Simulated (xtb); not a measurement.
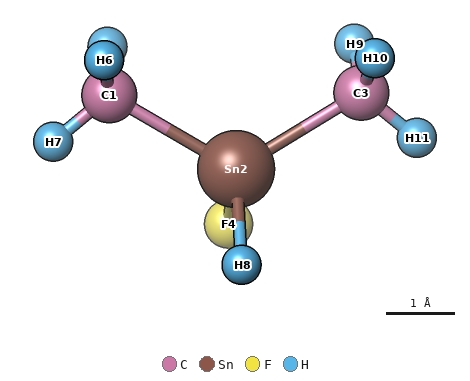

Fig. 1: The input geometry (ball-and-stick view, seen at a tilt; atoms are numbered from 1 in the order of the input). Sticks mark near contacts. Bond lengths as drawn: C–H 1.08 to 1.09 Å, C–Sn 2.18 Å, F–Sn 1.97 Å and H–Sn 1.71 Å.

Energy and gradient calculation of C$_{2}$H$_{7}$FSn

C$_{2}$H$_{7}$FSn, SMILES [CH3][SnH]([CH3])[F], computed with GFN0-xTB (xtb 6.7.1).

The geometry was optimised with GFN2-xTB.

## Input file (struc.xyz)
```
11

C     -1.197763     1.452712    -0.317045
Sn    -0.439227    -0.561995     0.011540
C      1.653677    -0.810153     0.560457
F     -0.481311    -1.320232    -1.807412
H     -0.539487     1.951687    -1.020904
H     -1.221972     2.006615     0.614046
H     -2.196673     1.403983    -0.735904
H     -1.524772    -1.632132     0.792625
H      2.255902    -0.256437    -0.152993
H      1.833326    -0.431707     1.560343
H      1.923599    -1.859441     0.515748
```

Hardware: 1 thread of Arm Neoverse V1, 24 GiB of memory available, shared host.

Command:
```bash
xtb struc.xyz --gfn 0 --grad --parallel 1 > out.txt 2> xtb.err
```

## The program's output
```
* xtb version 6.7.1
   ID    Z sym.   atoms
    1    6 C      1, 3
    2   50 Sn     2
    3    9 F      4
    4    1 H      5-11

           -------------------------------------------------
          |                Calculation Setup                |
           -------------------------------------------------

          program call               : xtb struc.xyz --gfn 0 --grad --parallel 1
          coordinate file            : struc.xyz
          omp threads                :                     1

           -------------------------------------------------
          |                 G F N 0 - x T B                 |
           -------------------------------------------------

      * Hamiltonian:
        H0-scaling (s, p, d)           2.000000    2.486800    2.270000
        zeta-weighting                 1.000000
      * Dispersion:
        s8                             2.850000
        a1                             0.800000
        a2                             4.600000
        s9                             0.000000
      * Repulsion:
        kExp                           1.500000
        rExp                           1.000000
      * Coulomb:
        alpha                          0.000000
        third order                    atomic
        anisotropic                    false
      * Polar bond correction:
        rad-shift                      0.053700
        strength                      -0.012900
        en-exp                         3.484700
        en-scale                       0.509700

          ...................................................
          :                      SETUP                      :
          :.................................................:
          :  # basis functions                  36          :
          :  # atomic orbitals                  35          :
          :  # shells                           23          :
          :  # electrons                        26          :
          :  electronic temp.          300.0000000     K    :
          :  accuracy                    1.0000000          :
          :  -> integral cutoff          0.2500000E+02      :
          :  -> integral neglect         0.1000000E-07      :
          ...................................................
  Checking positiv definite overlap ...  done.

         #    Occupation            Energy/Eh            Energy/eV
      -------------------------------------------------------------
         1        2.0000           -0.8698736             -23.6705
       ...           ...                  ...                  ...
         7        2.0000           -0.5284327             -14.3794
         8        2.0000           -0.5275738             -14.3560
         9        2.0000           -0.4925673             -13.4034
        10        2.0000           -0.4603808             -12.5276
        11        2.0000           -0.4484893             -12.2040
        12        2.0000           -0.4409608             -11.9992
        13        2.0000           -0.4376782             -11.9098 (HOMO)
        14                         -0.2288188              -6.2265 (LUMO)
        15                         -0.1752407              -4.7685
        16                         -0.1611356              -4.3847
        17                         -0.1483350              -4.0364
        18                         -0.1316122              -3.5813
       ...                                ...                  ...
        35                          1.0128466              27.5610
      -------------------------------------------------------------
                  HL-Gap            0.2088594 Eh            5.6834 eV
             Fermi-level            0.0000000 Eh            0.0000 eV

 EHT (total)                   0 d,  0 h,  0 min,  0.002 sec
 EHT setup                      ...        0 min,  0.000 sec (  3.175%)
 Coordination number            ...        0 min,  0.000 sec (  1.176%)
 EEQ model density              ...        0 min,  0.000 sec (  1.431%)
 D4 Dispersion                  ...        0 min,  0.000 sec (  5.478%)
 Integral evaluation            ...        0 min,  0.001 sec ( 23.992%)
 Cholesky factorization         ...        0 min,  0.000 sec (  2.099%)
 Zeroth order Hamiltonian       ...        0 min,  0.000 sec ( 17.680%)
 Gradient calculation           ...        0 min,  0.001 sec ( 41.241%)

         :::::::::::::::::::::::::::::::::::::::::::::::::::::
         ::                     SUMMARY                     ::
         :::::::::::::::::::::::::::::::::::::::::::::::::::::
         :: total energy             -14.392648188050 Eh    ::
         :: gradient norm              0.024751563613 Eh/a0 ::
         :: HOMO-LUMO gap              5.683354123448 eV    ::
         ::.................................................::
         :: H0 energy                -14.456878655480 Eh    ::
         :: repulsion energy           0.137527404521 Eh    ::
         :: electrostat energy        -0.071079777249 Eh    ::
         :: -> Gsolv                   0.000000000000 Eh    ::
         ::    -> Gsasa                0.000000000000 Eh    ::
         ::    -> Gshift               0.000000000000 Eh    ::
         :: dispersion energy         -0.002217159841 Eh    ::
         :: short-range corr.         -0.000000000000 Eh    ::
         :: add. restraining           0.000000000000 Eh    ::
         :: total charge               0.000000000000 e     ::
         :::::::::::::::::::::::::::::::::::::::::::::::::::::

           -------------------------------------------------
          |                Property Printout                |
           -------------------------------------------------

    * Orbital Energies and Occupations

         #    Occupation            Energy/Eh            Energy/eV
      -------------------------------------------------------------
         1        2.0000           -0.8698736             -23.6705
         2        2.0000           -0.7206770             -19.6106
         3        2.0000           -0.6234720             -16.9655
         4        2.0000           -0.6133009             -16.6888
         5        2.0000           -0.5340835             -14.5332
         6        2.0000           -0.5309494             -14.4479
         7        2.0000           -0.5284327             -14.3794
         8        2.0000           -0.5275738             -14.3560
         9        2.0000           -0.4925673             -13.4034
        10        2.0000           -0.4603808             -12.5276
        11        2.0000           -0.4484893             -12.2040
        12        2.0000           -0.4409608             -11.9992
        13        2.0000           -0.4376782             -11.9098 (HOMO)
        14                         -0.2288188              -6.2265 (LUMO)
        15                         -0.1752407              -4.7685
        16                         -0.1611356              -4.3847
        17                         -0.1483350              -4.0364
        18                         -0.1316122              -3.5813
        19                         -0.1278285              -3.4784
        20                         -0.1217629              -3.3133
        21                         -0.0889039              -2.4192
        22                         -0.0401706              -1.0931
        23                         -0.0189158              -0.5147
        24                          0.0205777               0.5599
       ...                                ...                  ...
        35                          1.0128466              27.5610
      -------------------------------------------------------------
                  HL-Gap            0.2088594 Eh            5.6834 eV
             Fermi-level            0.0000000 Eh            0.0000 eV

     #   Z          covCN         q      C6AA      α(0)
     1   6          3.651    -0.641    41.363     9.338
     2  50          3.385     0.603   313.226    32.730
     3   6          3.651    -0.641    41.345     9.337
     4   9          0.706    -0.277    12.121     4.012
     5   1          0.926     0.177     1.221     1.728
     6   1          0.926     0.164     1.298     1.782
     7   1          0.926     0.176     1.228     1.733
     8   1          0.924    -0.080     4.910     3.465
     9   1          0.926     0.177     1.223     1.730
    10   1          0.926     0.164     1.299     1.782
    11   1          0.926     0.176     1.227     1.732

 Mol. C6AA /au·bohr⁶  :       1815.036442
 Mol. C8AA /au·bohr⁸  :      96511.822393
 Mol. α(0) /au        :         69.368849

Wiberg/Mayer (AO) data.
largest (>0.10) Wiberg bond orders for each atom

 ---------------------------------------------------------------------------
     #   Z sym  total        # sym  WBO       # sym  WBO       # sym  WBO
 ---------------------------------------------------------------------------
     1   6      3.979 --     6      0.961     7      0.960     5      0.957
                             2      0.781     3      0.152
     2  50      3.229 --     3      0.782     1      0.781     4      0.778
                             8      0.745
     3   6      3.979 --    10      0.961    11      0.960     9      0.956
                             2      0.782     1      0.152
     4   9      0.957 --     2      0.778
     5   1      0.982 --     1      0.957
     6   1      0.982 --     1      0.961
     7   1      0.981 --     1      0.960
     8   1      0.994 --     2      0.745
     9   1      0.982 --     3      0.956
    10   1      0.982 --     3      0.961
    11   1      0.981 --     3      0.960
 ---------------------------------------------------------------------------

Topologies differ in total number of bonds
Writing topology from bond orders to xtbtopo.mol

 dipole moment from electron density (au)
     X       Y       Z
   0.4467   1.1770   1.5604  total (Debye):    5.096

           -------------------------------------------------
          | TOTAL ENERGY              -14.392648188050 Eh   |
          | GRADIENT NORM               0.024751563613 Eh/α |
          | HOMO-LUMO GAP               5.683354123448 eV   |
           -------------------------------------------------

------------------------------------------------------------------------
------------------------------------------------------------------------
 total:
 *  cpu-time:     0 d,  0 h,  0 min,  0.012 sec
 * ratio c/w:     1.000 speedup
 SCF:
 *  cpu-time:     0 d,  0 h,  0 min,  0.002 sec
 * ratio c/w:     0.999 speedup
```

## Standard error
```
normal termination of xtb
```

## Key numbers

- outcome: converged
- electrons treated: 26
- total energy: −14.392648 hartree
- dispersion energy: −0.002217 hartree
- basis functions: 36
- largest force: 0.742 eV/Å
- HOMO: −11.91 eV
- LUMO: −6.23 eV
- dipole moment: 5.10 D
- peak memory: 0.072 GiB
